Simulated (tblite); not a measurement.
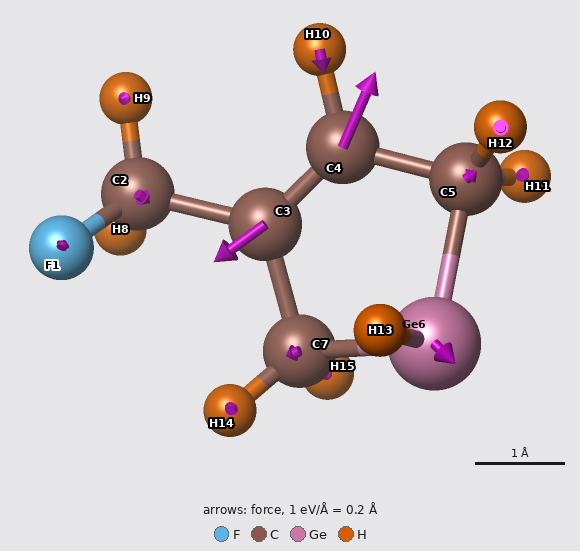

Starting geometry of C₅H₈FGe (multiplicity 2) with the computed forces as purple arrows. A ball-and-stick model, seen at a tilt.

Computed with GFN2-xTB geometry optimisation, gas phase (tblite 0.8.0). 

What follows when this structure is relaxed?

Answer. It isn't relaxed: the largest force vector, on C4, is 4.74 eV/Å. The final displacements have little in common with the starting forces (cosine between the two patterns 0.11). H13 moves most after the best rigid fit: 0.75 Å. By element the largest moves are H 0.75 Å, Ge 0.36 Å, F 0.26 Å, C 0.15 Å. Some distances before and after: Ge6–C7 1.960 → 2.092 Å, C5–Ge6 1.982 → 2.105 Å, C3–C4 1.278 → 1.354 Å, C4–H10 1.143 → 1.082 Å. Among the angles between lasting bonds that change: C5–Ge6–C7 90.4° → 81.1°, Ge6–C5–H12 110.6° → 119.9°, Ge6–C5–H11 111.0° → 102.6°. Over 66 geometry steps the energy falls by 10.6 kcal/mol.
